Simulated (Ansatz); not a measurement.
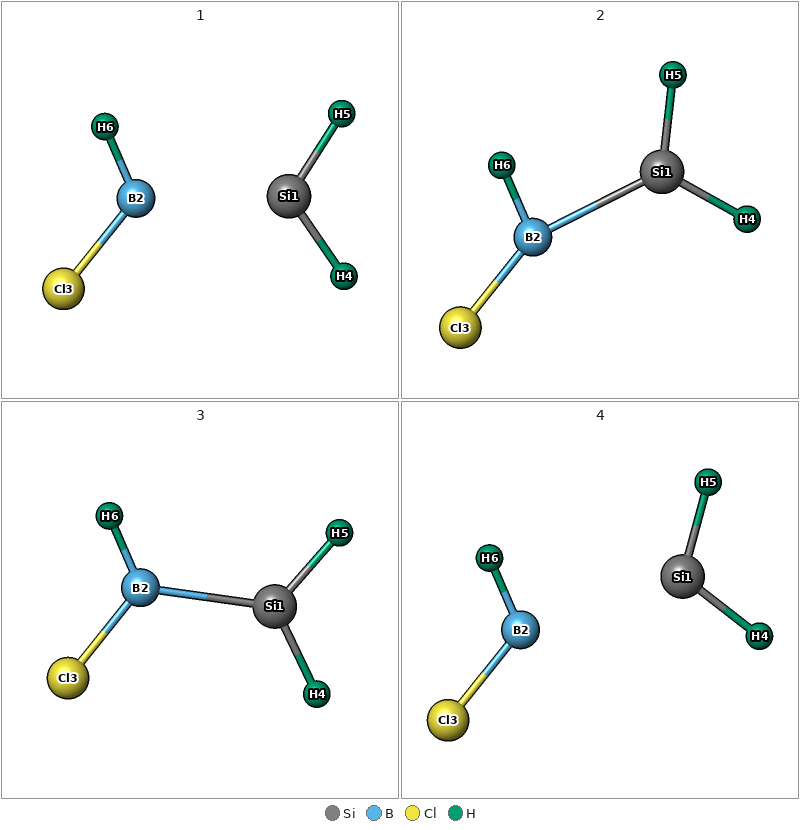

BClH₃Si, SMILES [SiH2]BCl, spin multiplicity 2. Coordinates scanned: (1) bond length Si1–B2; (2) angle Si1–B2–Cl3. Nothing is relaxed (all other coordinates rigid). Grid: 9 × 9 points. Energies are in kcal/mol, from the relaxed molecule at the same level. All numbers below come from Ansatz 0.2.0, UKS PBE0-D4/def2-TZVP.

The numbered pictures are structures from this grid.

Which is the most stable, and how do the others follow?

3, at bond length Si1–B2 = 2.057 Å, angle Si1–B2–Cl3 = 120.3°: 2.4 kcal/mol; 1, at bond length Si1–B2 = 2.318 Å, angle Si1–B2–Cl3 = 129.1°: 18.1 kcal/mol; 2, at bond length Si1–B2 = 2.187 Å, angle Si1–B2–Cl3 = 155.3°: 25.0 kcal/mol; 4, at bond length Si1–B2 = 2.579 Å, angle Si1–B2–Cl3 = 146.6°: 44.0 kcal/mol.

The map, with the structures marked:

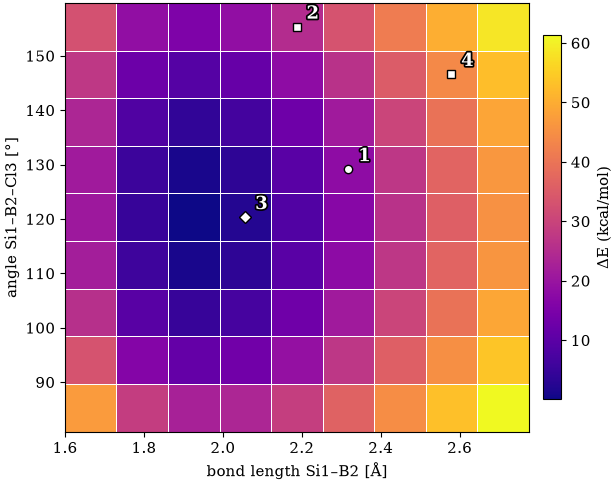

The picture shows one coloured cell a grid point.
